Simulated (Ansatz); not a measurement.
# MoCl₃F₃: one molecule under many settings

Aim: run MoCl₃F₃ under a spread of inputs, and see what each costs and gives.

Computed with Ansatz 0.2.0, Gaussian basis. Level: the settings change from run to run.

## (1) The geometry

The geometry comes from an earlier relaxation with PBE0-D4 in a triple-zeta def2 set; it is a stationary point, not always the lowest conformer. Mo takes a core potential in def2 sets; no spin-orbit term is included.

SMILES `[F][Mo]([F])([F])([Cl])([Cl])[Cl]`, 7 atoms, charge 0, spin multiplicity 1.

Atoms are counted from 1 here; the program's logs count them from 0.

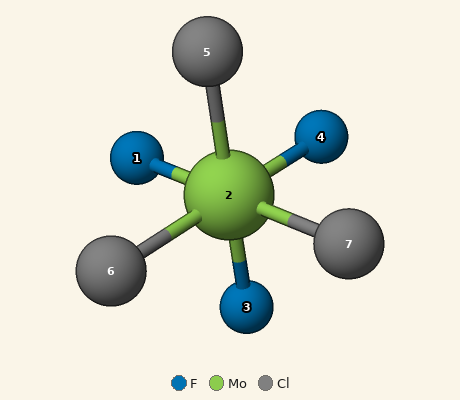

The geometry (fluorine blue, molybdenum green, chlorine grey); atoms are numbered from 1 in the order of the file.

## (2) B97/ANO-RCC-VTZP

in.yaml reads:

```yaml
crystal:
  periodic: [false, false, false]
  atoms:
    - {symbol: F, position_ang: [-1.383813, -0.041524, -1.252450]}
    - {symbol: Mo, position_ang: [-0.029407, -0.044198, -0.011235]}
    - {symbol: F, position_ang: [-1.302296, -0.470105, 1.243121]}
    - {symbol: F, position_ang: [0.133029, -1.846817, -0.326221]}
    - {symbol: Cl, position_ang: [1.463118, 0.370918, -1.646395]}
    - {symbol: Cl, position_ang: [-0.387508, 2.145584, 0.376659]}
    - {symbol: Cl, position_ang: [1.568078, -0.181959, 1.570823]}
basis:
  gaussian: {orbitals: ANO-RCC-VTZP}
hamiltonian: {xc: {name: B97}}
```

Launch:

```console
ansatz run in.yaml --threads 4 --pin off --events-out ev --progress --plain --max-ram 11315MiB
```

Output:

```text
Functional definition: B97
  name "B97"
  cite "Becke, J. Chem. Phys. 107, 8554 (1997) doi:10.1063/1.475007"
  parameter cx = 0.1943
  parameter cx0 = 0.8094
  parameter cx1 = 0.5073
  parameter cx2 = 0.7481
  parameter css0 = 0.1737
  parameter css1 = 2.3487
  parameter css2 = -2.4868
  parameter cos0 = 0.9454
  parameter cos1 = 0.7471
  parameter cos2 = -4.5961
  exchange = spin_sum(e_x_unif_s*poly(b97_u_x, cx0, cx1, cx2)) + cx*exact_x
  correlation = spin_sum(e_c_pw_same_spin*poly(b97_u_same, css0, css1, css2))
      + integral(e_c_pw_opposite_spin*poly(b97_u_opposite, cos0, cos1, cos2))
2396 factors; their error is unknown
mean field evaluation 1: about -155994.4693 eV, gradient 7.8e1 eV
mean field evaluation 2: about -155742.9981 eV, gradient 4.0e2 eV
mean field evaluation 4: about -155999.8970 eV, gradient 4.2e1 eV
mean field evaluation 8: about -156003.8817 eV, gradient 2.7e-1 eV
mean field evaluation 16: about -156004.2065 eV, gradient 4.2e-4 eV
mean field -156004.20652772 eV, -5733.0488464445 hartree, gradient 2.3e-5 eV, S^2 0.000000; 0 other end points of the search recorded, 0 dependent functions left out
reference -156004.20657572 eV, -5733.0488482087 hartree; 60, 60 occupied and 200, 200 virtual orbitals, 2396 factors
Total energy: -156004.20657572 eV, -5733.0488482087 hartree
Relativity: scalar
```

Run time: 27 s. Hardware: 4 threads of Arm Neoverse V1, shared host; peak memory 1.4 GiB.

## (3) rPW86-PBE/def2-SVP

This run has high accuracy.

in.yaml, as its differences from that of step 2:

```diff
@@ -11,3 +11,5 @@
 basis:
-  gaussian: {orbitals: ANO-RCC-VTZP}
-hamiltonian: {xc: {name: B97}}
+  gaussian: {orbitals: def2-SVP}
+hamiltonian: {xc: {name: rPW86-PBE}}
+accuracy: high
+output: {forces: true}
```

Launched as before.

Output, shortened:

```text
Functional definition: rPW86-PBE
  name "rPW86-PBE"
  cite "Murray, Lee & Langreth, J. Chem. Theory Comput. 5, 2754 (2009) doi:10.1021/ct900365q"
  cite "Perdew, Burke & Ernzerhof, Phys. Rev. Lett. 77, 3865 (1996) doi:10.1103/PhysRevLett.77.3865"
  parent pbe
[...]
2707 factors; integrals over basis functions are off by at most 9.6e-8 eV
[...]
mean field -47609.64114961 eV, -1749.6220412742 hartree, gradient 2.5e-8 eV, S^2 0.000000; 0 other end points of the search recorded, 0 dependent functions left out
[...]
reference -47609.64116588 eV, -1749.6220418722 hartree; 46, 46 occupied and 81, 81 virtual orbitals, 2707 factors
Total energy: -47609.64116588 eV, -1749.6220418722 hartree
Atom 0 at    -1.383813    -0.041524    -1.252450 Å, force    -0.950483    -0.003750    -0.866207 eV/Å
Atom 1 at    -0.029407    -0.044198    -0.011235 Å, force     0.338659     0.306166     0.042122 eV/Å
Atom 2 at    -1.302296    -0.470105     1.243121 Å, force    -0.893823    -0.302776     0.873653 eV/Å
Atom 3 at     0.133029    -1.846817    -0.326221 Å, force     0.107039    -1.262421    -0.220436 eV/Å
Atom 4 at     1.463118     0.370918    -1.646395 Å, force     0.768327     0.209468    -0.849937 eV/Å
Atom 5 at    -0.387508     2.145584     0.376659 Å, force    -0.192404     1.130722     0.200483 eV/Å
Atom 6 at     1.568078    -0.181959     1.570823 Å, force     0.822685    -0.077408     0.820322 eV/Å
Dipole moment:     0.220492     0.199076     0.026932 e Å
```

It took 16 s on 4 threads of Arm Neoverse V1, shared host; peak memory 0.65 GiB.

Largest force 1.286 eV/Å, dipole 1.43 D.

## (4) r2SCAN/x2c-TZVPPall

This run has rVV10 dispersion.

in.yaml, as its differences from that of step 3:

```diff
@@ -11,5 +11,4 @@
 basis:
-  gaussian: {orbitals: def2-SVP}
-hamiltonian: {xc: {name: rPW86-PBE}}
-accuracy: high
+  gaussian: {orbitals: x2c-TZVPPall}
+hamiltonian: {xc: {name: r2SCAN}, dispersion: rvv10}
 output: {forces: true}
```

The command is unchanged.

Output, shortened:

```text
Functional definition: r2SCAN+rVV10
  name "r2SCAN+rVV10"
  cite "Furness, Kaplan, Ning, Perdew & Sun, J. Phys. Chem. Lett. 11, 8208 (2020) doi:10.1021/acs.jpclett.0c02405"
  cite "Furness, Kaplan, Ning, Perdew & Sun, J. Phys. Chem. Lett. 11, 9248 (2020) doi:10.1021/acs.jpclett.0c03077"
  cite "Vydrov & Van Voorhis, J. Chem. Phys. 133, 244103 (2010) doi:10.1063/1.3521275"
  cite "Sabatini, Gorni & de Gironcoli, Phys. Rev. B 87, 041108(R) (2013) doi:10.1103/PhysRevB.87.041108"
  cite "Ning et al., Phys. Rev. B 106, 075422 (2022) doi:10.1103/PhysRevB.106.075422"
  parent "r2scan"
[...]
1890 factors; their error is unknown
[...]
mean field -156007.82134775 eV, -5733.1816886303 hartree, gradient 1.3e-5 eV, S^2 0.000000; 0 other end points of the search recorded, 0 dependent functions left out
[...]
reference -156007.82137318 eV, -5733.1816895650 hartree; 60, 60 occupied and 238, 238 virtual orbitals, 1890 factors
Total energy: -156007.82137318 eV, -5733.1816895650 hartree
Relativity: scalar
Atom 0 at    -1.383813    -0.041524    -1.252450 Å, force    -0.284213    -0.008965    -0.252488 eV/Å
Atom 1 at    -0.029407    -0.044198    -0.011235 Å, force     0.173318     0.157672     0.023453 eV/Å
Atom 2 at    -1.302296    -0.470105     1.243121 Å, force    -0.268120    -0.095877     0.252250 eV/Å
Atom 3 at     0.133029    -1.846817    -0.326221 Å, force     0.022442    -0.373973    -0.065224 eV/Å
Atom 4 at     1.463118     0.370918    -1.646395 Å, force     0.205441     0.046806    -0.245165 eV/Å
Atom 5 at    -0.387508     2.145584     0.376659 Å, force    -0.069187     0.309442     0.055204 eV/Å
Atom 6 at     1.568078    -0.181959     1.570823 Å, force     0.220319    -0.035104     0.231970 eV/Å
Dipole moment:     0.247434     0.223405     0.030232 e Å
```

Wall time 19 s (4 threads of Arm Neoverse V1, shared host); peak memory 0.71 GiB.

Largest force 0.380 eV/Å, dipole 1.61 D.

## (5) wB97X/def2-mTZVPP

Set apart from the defaults: multiplicity 3, a point charge of 2.00 e beside it.

in.yaml, as its differences from that of step 4:

```diff
@@ -11,4 +11,5 @@
 basis:
-  gaussian: {orbitals: x2c-TZVPPall}
-hamiltonian: {xc: {name: r2SCAN}, dispersion: rvv10}
+  gaussian: {orbitals: def2-mTZVPP, point_charges: [{charge: 2.00, position_ang: [4.456, 0.415, 0.088]}]}
+magnetization: {spin_polarized: true, initial_magnetization: 2}
+hamiltonian: {xc: {name: wB97X}}
 output: {forces: true}
```

Same command.

Output, shortened:

```text
Functional definition: wB97X
  name "wB97X"
  cite "Chai & Head-Gordon, J. Chem. Phys. 128, 084106 (2008) doi:10.1063/1.2834918"
  cite "Becke, J. Chem. Phys. 107, 8554 (1997) doi:10.1063/1.475007"
[...]
  # The coefficients of nought are those of the uniform gas.
[...]
      + exact_x_lr(omega)
[...]
      + integral(e_c_pw_opposite_spin*poly(b97_u_opposite, 1, cos1, cos2, cos3, cos4))
1730 factors; integrals over basis functions are off by at most 2.0e-4 eV
431 factors; integrals over basis functions are off by at most 9.5e-6 eV
[...]
mean field -47579.96749714 eV, -1748.5315546595 hartree, gradient 3.9e-7 eV, S^2 2.007949; 6 other end points of the search recorded, 0 dependent functions left out
[...]
reference -47579.96743386 eV, -1748.5315523340 hartree; 47, 45 occupied and 139, 141 virtual orbitals, 1730 factors
Total energy: -47579.96743386 eV, -1748.5315523340 hartree
Atom 0 at    -1.383813    -0.041524    -1.252450 Å, force     0.510325     0.582926     0.137359 eV/Å
Atom 1 at    -0.029407    -0.044198    -0.011235 Å, force    -3.442218    -5.485588    -1.581218 eV/Å
Atom 2 at    -1.302296    -0.470105     1.243121 Å, force    -0.393970     0.510551     0.951730 eV/Å
Atom 3 at     0.133029    -1.846817    -0.326221 Å, force     0.475664    -0.583658    -0.069245 eV/Å
Atom 4 at     1.463118     0.370918    -1.646395 Å, force     2.287235     1.148951    -1.362258 eV/Å
Atom 5 at    -0.387508     2.145584     0.376659 Å, force    -0.623532     3.834811     0.535311 eV/Å
Atom 6 at     1.568078    -0.181959     1.570823 Å, force     2.662757     0.318731     1.311221 eV/Å
Dipole moment:    -1.302478     0.885199     0.103569 e Å
```

Wall time 2.9 min (4 threads of Arm Neoverse V1, shared host); peak memory 1.4 GiB.

Largest force 6.666 eV/Å, dipole 7.58 D, ⟨S²⟩ 2.008.

## (6) r2SCAN50/def2-TZVPD

Set apart from the defaults: a grid of angular degree 47, D3(BJ) with three-body dispersion, the search for lower states set to full.

in.yaml, as its differences from that of step 5:

```diff
@@ -11,5 +11,5 @@
 basis:
-  gaussian: {orbitals: def2-mTZVPP, point_charges: [{charge: 2.00, position_ang: [4.456, 0.415, 0.088]}]}
-magnetization: {spin_polarized: true, initial_magnetization: 2}
-hamiltonian: {xc: {name: wB97X}}
+  gaussian: {orbitals: def2-TZVPD, final_grid: {core_spheres: 20, valence_spheres: 16, degree: 47}}
+hamiltonian: {xc: {name: r2SCAN50}, dispersion: d3bjatm}
+scf: {lower_state_search: full}
 output: {forces: true}
```

Launched as before.

Output, shortened:

```text
Functional definition: r2SCAN50
  name "r2SCAN50"
  cite "Bursch, Neugebauer, Ehlert & Grimme, J. Chem. Phys. 156, 134105 (2022) doi:10.1063/5.0086040"
  cite "Furness, Kaplan, Ning, Perdew & Sun, J. Phys. Chem. Lett. 11, 8208 (2020) doi:10.1021/acs.jpclett.0c02405"
  cite "Furness, Kaplan, Ning, Perdew & Sun, J. Phys. Chem. Lett. 11, 9248 (2020) doi:10.1021/acs.jpclett.0c03077"
  parent r2scan
[...]
2070 factors; their error is unknown
[...]
mean field -47573.11662418 eV, -1748.2797897220 hartree, gradient 6.5e-5 eV, S^2 0.000000; 3 other end points of the search recorded, 0 dependent functions left out
[...]
reference -47573.11664675 eV, -1748.2797905515 hartree; 46, 46 occupied and 252, 252 virtual orbitals, 2070 factors
Total energy: -47573.23215772 eV, -1748.2840355012 hartree
Atom 0 at    -1.383813    -0.041524    -1.252450 Å, force     0.633904    -0.011947     0.590166 eV/Å
Atom 1 at    -0.029407    -0.044198    -0.011235 Å, force    -0.456195    -0.411428    -0.054860 eV/Å
Atom 2 at    -1.302296    -0.470105     1.243121 Å, force     0.594787     0.192129    -0.599516 eV/Å
Atom 3 at     0.133029    -1.846817    -0.326221 Å, force    -0.089211     0.848656     0.148617 eV/Å
Atom 4 at     1.463118     0.370918    -1.646395 Å, force    -0.366060    -0.108994     0.387083 eV/Å
Atom 5 at    -0.387508     2.145584     0.376659 Å, force     0.074034    -0.531113    -0.093672 eV/Å
Atom 6 at     1.568078    -0.181959     1.570823 Å, force    -0.391260     0.022697    -0.377818 eV/Å
Dipole moment:     0.303225     0.273784     0.037059 e Å
```

Wall time 60 s (4 threads of Arm Neoverse V1, shared host); peak memory 1.6 GiB.

Largest force 0.866 eV/Å, dipole 1.97 D.

## (7) PBE0/def2-SVP

in.yaml, as its differences from that of step 6:

```diff
@@ -11,5 +11,4 @@
 basis:
-  gaussian: {orbitals: def2-TZVPD, final_grid: {core_spheres: 20, valence_spheres: 16, degree: 47}}
-hamiltonian: {xc: {name: r2SCAN50}, dispersion: d3bjatm}
-scf: {lower_state_search: full}
+  gaussian: {orbitals: def2-SVP}
+hamiltonian: {xc: {name: PBE0}}
 output: {forces: true}
```

The command is unchanged.

Output, shortened:

```text
Functional definition: PBE0
  name "PBE0"
  cite "Adamo & Barone, J. Chem. Phys. 110, 6158 (1999) doi:10.1063/1.478522"
  cite "Perdew, Burke & Ernzerhof, Phys. Rev. Lett. 77, 3865 (1996) doi:10.1103/PhysRevLett.77.3865"
  parent pbe
[...]
1179 factors; integrals over basis functions are off by at most 7.7e-4 eV
[...]
mean field -47540.72591723 eV, -1747.0894531967 hartree, gradient 2.6e-5 eV, S^2 0.000000; 0 other end points of the search recorded, 0 dependent functions left out
[...]
reference -47540.72597361 eV, -1747.0894552688 hartree; 46, 46 occupied and 81, 81 virtual orbitals, 1179 factors
Total energy: -47540.72597361 eV, -1747.0894552688 hartree
Atom 0 at    -1.383813    -0.041524    -1.252450 Å, force    -0.003587    -0.006505     0.002311 eV/Å
Atom 1 at    -0.029407    -0.044198    -0.011235 Å, force    -0.273370    -0.246751    -0.033288 eV/Å
Atom 2 at    -1.302296    -0.470105     1.243121 Å, force    -0.003948    -0.005453    -0.004115 eV/Å
Atom 3 at     0.133029    -1.846817    -0.326221 Å, force    -0.007602    -0.001761    -0.000128 eV/Å
Atom 4 at     1.463118     0.370918    -1.646395 Å, force     0.156768     0.044357    -0.170232 eV/Å
Atom 5 at    -0.387508     2.145584     0.376659 Å, force    -0.035919     0.229194     0.040578 eV/Å
Atom 6 at     1.568078    -0.181959     1.570823 Å, force     0.167658    -0.013080     0.164874 eV/Å
Dipole moment:     0.270163     0.243925     0.033005 e Å
```

It took 3.3 s on 4 threads of Arm Neoverse V1, shared host.

Largest force 0.370 eV/Å, dipole 1.76 D.

## (8) wB97/ANO-RCC-VTZP

Set apart from the defaults: the search for lower states set to full.

in.yaml, as its differences from that of step 7:

```diff
@@ -11,4 +11,5 @@
 basis:
-  gaussian: {orbitals: def2-SVP}
-hamiltonian: {xc: {name: PBE0}}
+  gaussian: {orbitals: ANO-RCC-VTZP}
+hamiltonian: {xc: {name: wB97}}
+scf: {lower_state_search: full}
 output: {forces: true}
```

Launched as before.

Output, shortened:

```text
Functional definition: wB97
  name "wB97"
  cite "Chai & Head-Gordon, J. Chem. Phys. 128, 084106 (2008) doi:10.1063/1.2834918"
  cite "Becke, J. Chem. Phys. 107, 8554 (1997) doi:10.1063/1.475007"
[...]
  # The coefficients of nought are those of the uniform gas.
[...]
      + integral(e_c_pw_opposite_spin*poly(b97_u_opposite, 1, cos1, cos2, cos3, cos4))
2229 factors; their error is unknown
510 factors; integrals over basis functions are off by at most 1.3e-5 eV
[...]
mean field -156022.70617186 eV, -5733.7286958274 hartree, gradient 4.7e-5 eV, S^2 0.000000; 3 other end points of the search recorded, 0 dependent functions left out
[...]
reference -156022.70615180 eV, -5733.7286950902 hartree; 60, 60 occupied and 200, 200 virtual orbitals, 2229 factors
Total energy: -156022.70615180 eV, -5733.7286950902 hartree
Relativity: scalar
Atom 0 at    -1.383813    -0.041524    -1.252450 Å, force     0.149582     0.014322     0.124150 eV/Å
Atom 1 at    -0.029407    -0.044198    -0.011235 Å, force    -0.112367    -0.101341    -0.013535 eV/Å
Atom 2 at    -1.302296    -0.470105     1.243121 Å, force     0.141682     0.056643    -0.121581 eV/Å
Atom 3 at     0.133029    -1.846817    -0.326221 Å, force     0.000180     0.192112     0.032928 eV/Å
Atom 4 at     1.463118     0.370918    -1.646395 Å, force    -0.102886    -0.023658     0.122419 eV/Å
Atom 5 at    -0.387508     2.145584     0.376659 Å, force     0.034474    -0.155421    -0.027870 eV/Å
Atom 6 at     1.568078    -0.181959     1.570823 Å, force    -0.110666     0.017343    -0.116511 eV/Å
Dipole moment:     0.208188     0.187942     0.025382 e Å
```

Wall time 83 s (4 threads of Arm Neoverse V1, shared host); peak memory 2 GiB.

Largest force 0.195 eV/Å, dipole 1.35 D.

## (9) All runs side by side

| level | charge | multiplicity | geometry | functions | energy (eV) | time |
| --- | --- | --- | --- | --- | --- | --- |
| B97/ANO-RCC-VTZP | 0 | 1 | relaxed | 260 | -156004.207 | 27 s |
| rPW86-PBE/def2-SVP | 0 | 1 | relaxed | 127 | -47609.641 | 16 s |
| r2SCAN/x2c-TZVPPall | 0 | 1 | relaxed | 298 | -156007.821 | 19 s |
| wB97X/def2-mTZVPP | 0 | 3 | relaxed, point charge | 186 | -47579.967 | 2.9 min |
| r2SCAN50/def2-TZVPD | 0 | 1 | relaxed | 298 | -47573.232 | 60 s |
| PBE0/def2-SVP | 0 | 1 | relaxed | 127 | -47540.726 | 3.3 s |
| wB97/ANO-RCC-VTZP | 0 | 1 | relaxed | 260 | -156022.706 | 83 s |

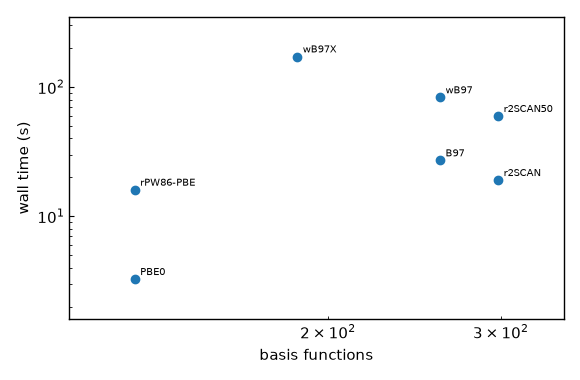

Wall time against the number of basis functions (shared host).

## (10) Summary of results

| quantity | value |
| --- | --- |
| runs | 7 |
| quickest | PBE0/def2-SVP, 3.3 s |
| slowest | wB97X/def2-mTZVPP, 2.9 min |
| spread of total energies, same state and geometry | 108482.0 eV |
| dipole, same state and geometry | 1.35 to 1.97 D |

**Reading.** Run time spans a factor of 53, from PBE0/def2-SVP to wB97X/def2-mTZVPP. The jobs differ in tasks and options as well as level. The totals spread over 108482 eV; they can't be compared across methods or bases. Some of these runs are scalar-relativistic and others not, which shifts the totals of all-electron atoms past neon by eV; core potentials, where a basis has them, take the core out of the total altogether. At the PBE0-D4/def2-TZVP geometry and in the same state, runs without warnings or point charges leave forces up to 1.29 eV/Å (rPW86-PBE/def2-SVP). At that geometry and state the dipole changes by 46 % between the lowest and highest value.
